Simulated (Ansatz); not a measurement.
Consider TcF2 (1T sheet).

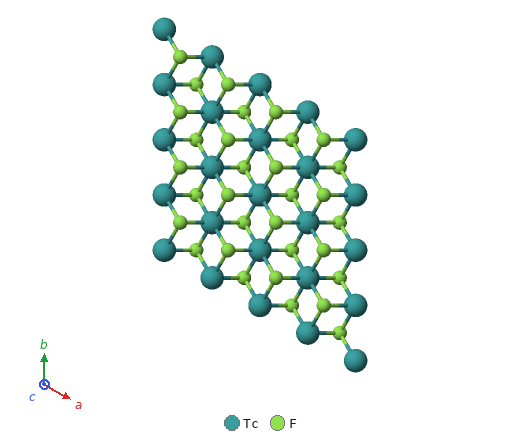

The structure (technetium teal, fluorine green). 4×4×1 cells are drawn. Some periodic images of atoms are drawn too.

The cell holds 3 atoms: 1 Tc and 2 F. Its edges and angles: a = 2.835 Å, b = 2.835 Å, c = 28.981 Å, α = 90.0°, β = 90.0°, γ = 120.0°. Vacuum lies along c.

```xyz
3
Lattice="0.0000 2.0044 2.0044 2.0044 -2.0044 0.0000 16.7324 16.7324 -16.7324" Properties=species:S:1:pos:R:3
Tc    5.3667    5.3667   -5.3667
F     7.5277    5.5234   -5.5234
F     5.2099    5.2099   -3.2056
```

The structure was relaxed with PBE. The structure was generated from a model, not taken from a measurement. The runs that relaxed it are not among those shown. The program's search for lower electronic states was switched off, so nothing shows that the state found is the lowest. PAW set soft_2, made with PBE.

A constrained-RPA run (Ansatz 0.2.0; non-magnetic PBE; Tc d, bands v3 to c2, 6×6×1 mesh, medium accuracy) builds 5 functions on bands 5.3 eV wide, with 5.0 electrons in the window. The bare on-site interaction is 13.8 eV and the bare J 0.49 eV.

Q: Estimate U, U′ and J.

On the Tc d shell, U = 5.45 eV (40 % of the bare value), U′ = 4.69 eV, J = 0.37 eV.

The parent state is non-magnetic and the interaction static (zero frequency); U depends on the window and the orbitals, so it belongs to this model alone.

[Paths, hosts, dates, memory and timing lines, banners, echoed tables and standing remarks are left out of the program output.]

[Logs are printed without paths, hosts, clocks, repeated set-up lines and the standing remarks that a program may print on its own settings, such as how far it seeks lower states.]

[Runs of the session that timed out or met a known fault of the program may be left out.]

[Hosts, paths, dates, database ids (printed as entryN), source tags and the programs' standing remarks are cut or masked in the printed files.]
